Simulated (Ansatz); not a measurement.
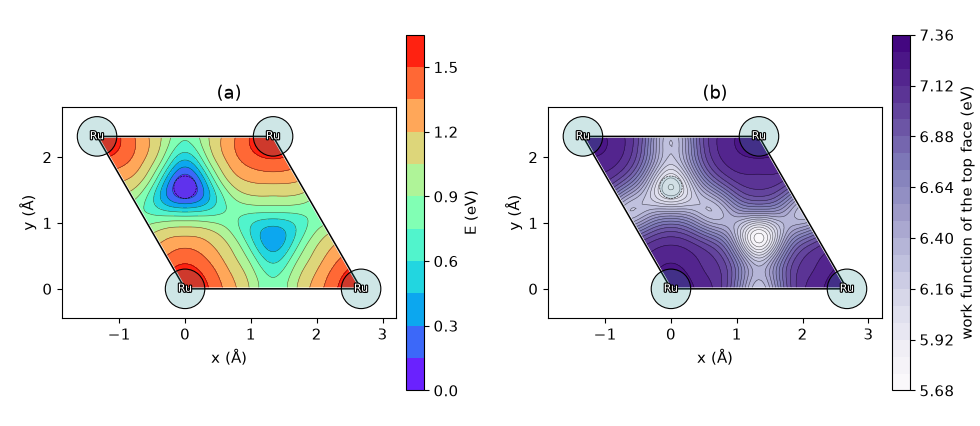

C on a Ru(001) slab cut from the P6_3/mmc phase, its upper half relaxed before the scan (4 atoms of substrate and one adsorbate in a 1 × 1 cell). C is moved over the surface cell; relaxed at each place: the height of the adsorbate's atoms; substrate rigid; the origin of the map has the adsorbate above Ru4. Places are given modulo a cell vector. The map is drawn in real space over the plane of the surface. The grid has 6 × 6 points; 10 points were computed and 26 follow by symmetry. All energies are given in eV relative to the lowest grid point. With one adsorbate in each 1 × 1 cell, its nearest image is 2.7 Å away, so neighbouring adsorbates interact. Computed with DFT LDA, scalar-relativistic, plane waves, PAW (Ansatz 0.2.0). Settings: cutoff 420 eV, k-mesh 12×12×1, gaussian smearing 0.1 eV, no spin polarisation.

Panel (a) is the energy and panel (b) the computed work function of the top face on the same grid.

The picture shows filled contours, labelled circles for the atoms of the top layer and small ones for the second layer, the outline of one cell of the plane. Between grid points the surface is interpolated.

How does the work function of the top face vary over the map, and what is it at the lowest grid point?

Answer. It runs from 5.72 eV at a threefold hollow, (4/6, 2/6) of the cell vectors to 7.28 eV at the top site over a surface Ru atom, (0/6, 0/6) of the cell vectors. At the lowest grid point, a threefold hollow over a second-layer Ru atom, (2/6, 4/6) of the cell vectors, it is 5.83 eV.

PAW datasets: the set soft_1.
